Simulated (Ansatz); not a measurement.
# FSi2: the cost of one run

Method: def2-QZVPP, core rule «outside noble gas», up to 11 orbitals frozen; program: Ansatz 0.2.0, Gaussian basis.

To be run: UHF; ROHF; CCSD(T) on UHF.

2 further runs of the same task are left out: 2 set aside as unsound or not needed. Runs told in other sessions of the task aren't counted.

### Step 1. The geometry

The geometry is a PBE0/def2-TZVP stationary point (not a proven minimum).

3 atoms, charge 0, spin multiplicity 2.

Atoms are counted from 1 here; the program's logs count them from 0.

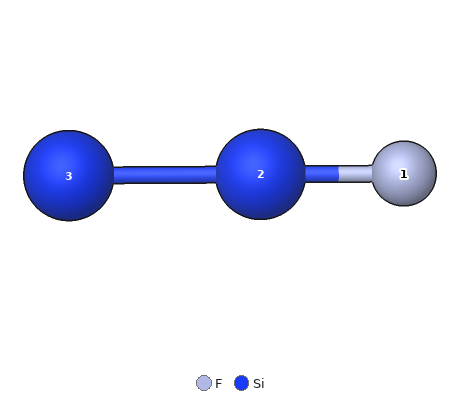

The geometry (fluorine light blue, silicon blue); atoms are numbered from 1 in the order of the file.

Coordinates:

```xyz
3
FSi2
F     0.00000    0.00000   -1.77160
Si    0.00000    0.00000   -0.17940
Si    0.00000    0.00000    1.95100
```

### Step 2. UHF

The input, in.yaml:

```yaml
crystal:
  periodic: [false, false, false]
  atoms:
    - {symbol: F, position_ang: [0.000000, 0.000000, -1.771600]}
    - {symbol: Si, position_ang: [0.000000, 0.000000, -0.179400]}
    - {symbol: Si, position_ang: [0.000000, 0.000000, 1.951000]}
basis:
  gaussian: {orbitals: "def2-QZVPP.json"}
magnetization: {spin_polarized: true, initial_magnetization: 1}
hamiltonian: {xc: hf}
output: {orbitals: {seedname: orbitals}}
```

Command:

```
$ ansatz run in.yaml --threads 1 --pin off --events-out ev --progress --plain --max-ram 2393MiB
```

What time and memory should one allow on 1 thread of Arm Neoverse V2, shared host?

About 54 s, with a peak of 0.57 GiB.
